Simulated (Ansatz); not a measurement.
# Calculations on SiHCl₃

Part 1: Relaxation

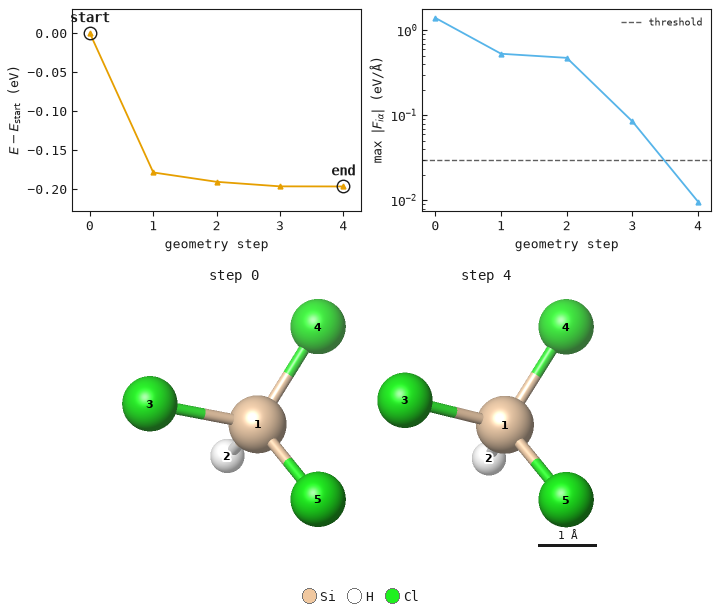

First and last geometry of a relaxation of SiHCl3, with the history of the run. Style: ball-and-stick. Shown at a tilt.

The run prepares an end point of a later path (reaction) calculation, from a guessed geometry.

Method: RKS BHLYP-D4/def2-SVP (Ansatz 0.2.0). Settings: no spin polarisation; force threshold 0.03 eV/Å; at most 50 steps.

Did the run converge, and what did it change?

It converged. Over 4 geometry steps the energy falls by 0.196 eV. The largest force component goes from 1.4 to 0.0096 eV/Å. The atom that moves furthest after the best rigid fit is H2 (0.20 Å). By element the largest moves are H 0.20 Å, Cl 0.16 Å, Si 0.08 Å. Some distances before and after: Si1–Cl3 2.084 → 2.040 Å, Si1–H2 1.448 → 1.462 Å, Si1–Cl4 2.032 → 2.041 Å. Among the angles between lasting bonds that change: H2–Si1–Cl3 93.5° → 109.7°, H2–Si1–Cl4 114.4° → 109.7°, Cl3–Si1–Cl4 111.9° → 109.2°. The run took 16 s on 1 thread of Intel(R) Xeon(R) Platinum 8488C (Sapphire Rapids) (shared host), peak memory 0.18 GiB.

Part 2: Relaxation

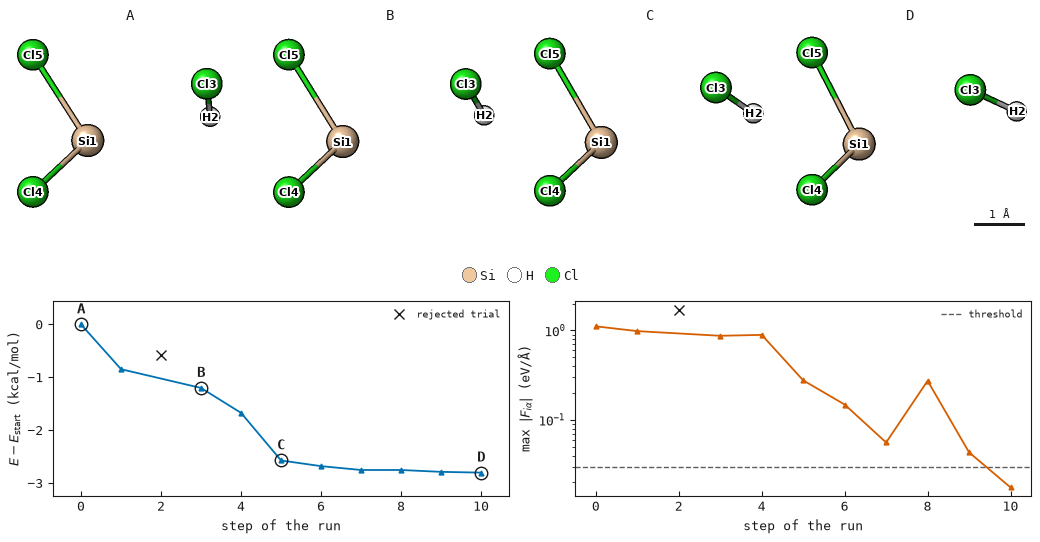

Frames of a relaxation of SiHCl$_{3}$, marked on the history of the run. A ball-and-stick model, seen from a free direction.

The run prepares an end point of a later path (reaction) calculation, from a guessed geometry.

The calculation used RKS BHLYP-D4/def2-SVP (Ansatz). (no spin polarisation; force threshold 0.03 eV/Å; at most 50 steps)

### What happens along the run?

The energy falls by 2.80 kcal/mol in 9 accepted moves (10 points after the start). The largest force component goes from 1.1 to 0.018 eV/Å. The line search rejected the trial step at point 2 of the run. The atom that moves furthest after the best rigid fit is H2 (0.58 Å). By element the largest moves are H 0.58 Å, Cl 0.42 Å, Si 0.23 Å. Near-neighbour distances that change, for instance: Si1–Cl3 3.328 → 3.141 Å, H2–Cl3 1.327 → 1.281 Å, Si1–Cl4 2.081 → 2.093 Å. From step 0 to 3: H2 moves most (0.29 Å), energy −1.20 kcal/mol. From step 3 to 5: Cl3 moves most (0.24 Å), energy −1.37 kcal/mol. From step 5 to 10: Cl3 moves most (0.15 Å), energy −0.23 kcal/mol.

| step | E − E(0), kcal/mol | largest force component, eV/Å | note |
| --- | --- | --- | --- |
| 0 | 0.00 | 1.1124 |  |
| 1 | -0.85 | 0.9835 |  |
| 2 | -0.58 | 1.7099 | rejected |
| 3 | -1.20 | 0.8723 |  |
| 4 | -1.67 | 0.8929 |  |
| 5 | -2.57 | 0.2770 |  |
| 6 | -2.68 | 0.1486 |  |
| 7 | -2.75 | 0.0560 |  |
| 8 | -2.75 | 0.2740 |  |
| 9 | -2.79 | 0.0435 |  |
| 10 | -2.80 | 0.0176 |  |

Limits of the set-up: the start holds two separate molecules, 2.7 Å apart at their closest, whose relative position is a soft coordinate.

Part 3: Path

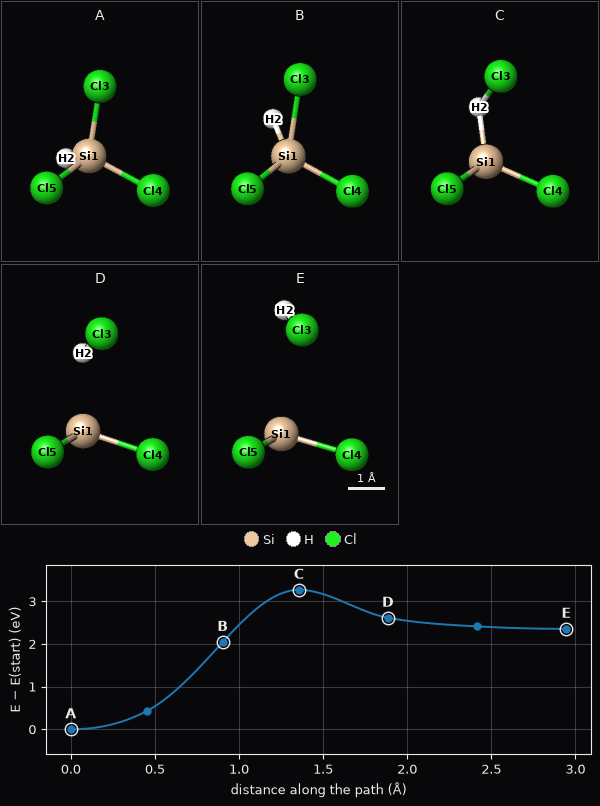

NEB run on SiHCl₃. Images are numbered from 0 (start) to 6 (end). Frames A to E are images 0, 2, 3, 4, 6. Style: ball-and-stick. Shown at a tilt.

Method: Ansatz 0.2.0, RKS BHLYP-D4/def2-SVP.

Input
```yaml
crystal:
  periodic: [false, false, false]
  atoms:
    - { symbol: Si, position_ang: [0.16408, 0.0, 0.249493] }
    - { symbol: H, position_ang: [-0.078506, 0.0, 1.690976] }
    - { symbol: Cl, position_ang: [2.17241, 0.0, -0.110599] }
    - { symbol: Cl, position_ang: [-0.668642, 1.663458, -0.589036] }
    - { symbol: Cl, position_ang: [-0.668642, -1.663458, -0.589036] }
basis:
  gaussian: { orbitals: def2-SVP }
hamiltonian:
  xc: { name: BHLYP }
  dispersion: d4
neb:
  order_check: false
  images: 5
  f_tol: 0.03
  max_iterations: 60
  final_atoms:
    - { symbol: Si, position_ang: [-1.09794989, 0.0, 0.08830626] }
    - { symbol: H, position_ang: [1.70154049, 0.0, 2.12213595] }
    - { symbol: Cl, position_ang: [1.94548739, 0.0, 0.86491685] }
    - { symbol: Cl, position_ang: [-0.81418899, 1.615014, -1.21178053] }
    - { symbol: Cl, position_ang: [-0.81418899, -1.615014, -1.21178053] }
  initial_path:
    images:
      - { positions_ang: [[0.16408, 0.0, 0.249493], [-0.078506, 0.0, 1.690976], [2.17241, 0.0, -0.110599], [-0.668642, 1.663458, -0.589036], [-0.668642, -1.663458, -0.589036]] }
      - { positions_ang: [[0.10953298, 0.0, 0.16612259], [0.16693681, 0.0, 1.63518356], [2.20266799, 0.0, 0.111396], [-0.77921889, 1.68833867, -0.63045208], [-0.77921889, -1.68833867, -0.63045208]] }
      - { positions_ang: [[0.05498597, 0.0, 0.08275218], [0.41237963, 0.0, 1.57939112], [2.23292598, 0.0, 0.33339101], [-0.88979579, 1.71321933, -0.67186815], [-0.88979579, -1.71321933, -0.67186815]] }
      - { positions_ang: [[0.00043895, 0.0, -0.00061824], [0.65782244, 0.0, 1.52359868], [2.26318396, 0.0, 0.55538601], [-1.00037268, 1.7381, -0.71328423], [-1.00037268, -1.7381, -0.71328423]] }
      - { positions_ang: [[-0.36569066, 0.0, 0.02902326], [1.00572846, 0.0, 1.7231111], [2.15728511, 0.0, 0.65856296], [-0.93831145, 1.69707133, -0.87944966], [-0.93831145, -1.69707133, -0.87944966]] }
      - { positions_ang: [[-0.73182028, 0.0, 0.05866476], [1.35363447, 0.0, 1.92262352], [2.05138625, 0.0, 0.76173991], [-0.87625022, 1.65604267, -1.0456151], [-0.87625022, -1.65604267, -1.0456151]] }
      - { positions_ang: [[-1.09794989, 0.0, 0.08830626], [1.70154049, 0.0, 2.12213595], [1.94548739, 0.0, 0.86491685], [-0.81418899, 1.615014, -1.21178053], [-0.81418899, -1.615014, -1.21178053]] }
```

Command:
```bash
ansatz run input.yaml --threads 1 --pin off --max-ram 2048MiB --backend cpu --events-out ev --progress --plain --runs-dir out
```

Describe the mechanism and the energy profile.

Answer. Breaking: Si1–Cl3 (2.04 → 2.53 at the top → 3.14 Å), Si1–H2 (1.46 → 1.61 at the top → 3.46 Å). Forming: H2–Cl3 (2.88 → 1.61 at the top → 1.28 Å). Forward barrier 3.27 eV, backward barrier 0.91 eV, with image 3 at the top; the reaction energy is +2.36 eV. The band converged in 12 iterations. The largest component of the band force went from 3.8 to 0.027 eV/Å. The climbing image converged on the top of the path. Its vibrational analysis gives one imaginary mode (1167i cm⁻¹), as a transition state must have.

The run took 3 min on 1 thread of Intel(R) Xeon(R) Platinum 8488C (Sapphire Rapids), on a shared host, peak memory 0.2 GiB.
